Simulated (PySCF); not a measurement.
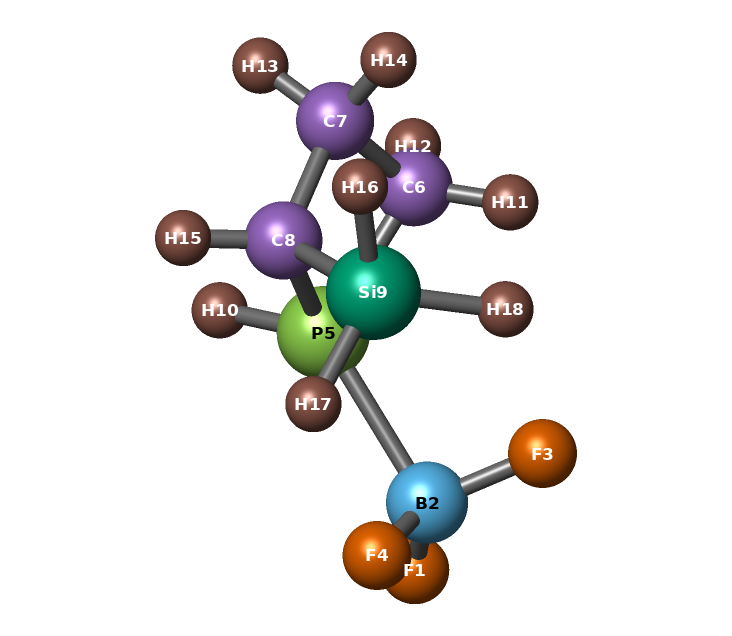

Every bond is drawn as one stick. The geometry was computed by an optimisation with GFN2-xTB. No frequency run is at hand to confirm it as a minimum. Level of theory: PBE0/pcSseg-1 (PySCF 2.14.0).

List the Mayer bond orders of F1–B2, B2–F3, B2–F4, B2–P5, P5–C6, P5–C8, C6–C7, C7–C8, C8–Si9 (bonds between heavy atoms, one of each equivalent set).

```
  bond  Mayer order  length (Å)
 F1–B2         1.02       1.342
 B2–F3         0.95       1.355
 B2–F4         0.96       1.350
 B2–P5         0.38       2.139
 P5–C6         0.98       1.846
 P5–C8         0.96       1.850
 C6–C7         1.00       1.538
 C7–C8         0.96       1.545
C8–Si9         0.82       1.919
```

The geometry is semi-empirical. Around B, P, Si such bond lengths and angles can be off by a tenth of an ångström or more and by several degrees, and values that hang on the shape move with them.
